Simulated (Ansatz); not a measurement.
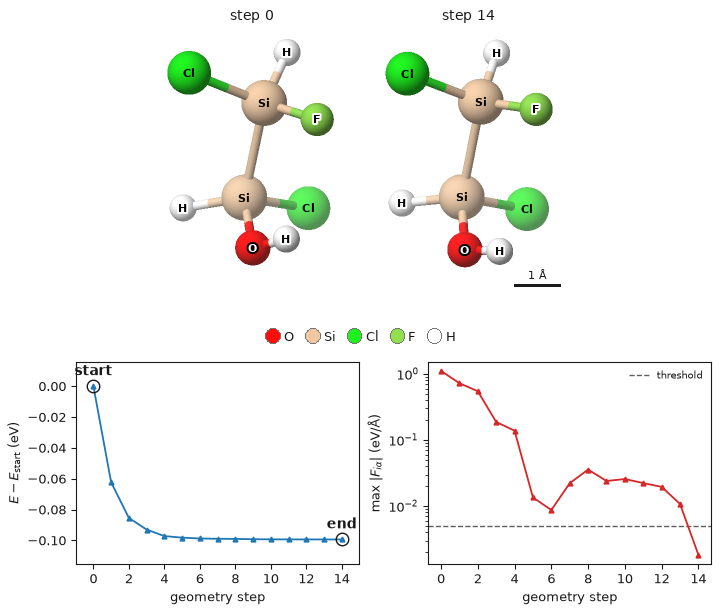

First and last geometry of a relaxation of Si2H3OCl2F, with the history of the run. A ball-and-stick model, seen from a free direction.

The start comes from PBE-D4/def2-SVP.

Method: RKS PBE0-D4/def2-TZVP in Ansatz 0.2.0. (force threshold 0.005 eV/Å; at most 150 steps)

### What do the curves and the structures tell?

It converged. Over 14 geometry steps the energy falls by 0.099 eV. The largest force component goes from 1.1 to 0.0018 eV/Å. The largest move after the best rigid fit is that of an H atom, 0.29 Å. By element the largest moves are H 0.29 Å, F 0.24 Å, Cl 0.14 Å, O 0.10 Å, Si 0.06 Å. Some distances before and after: F–Si 1.649 → 1.600 Å, O–Si 1.673 → 1.634 Å, Cl–Si 2.092 → 2.061 Å, Cl–Si 2.076 → 2.046 Å. Bond angles that change, for instance: O–Si–Si 105.9° → 111.1°, Si–Si–F 101.9° → 106.8°, Si–O–H 114.0° → 118.6°.
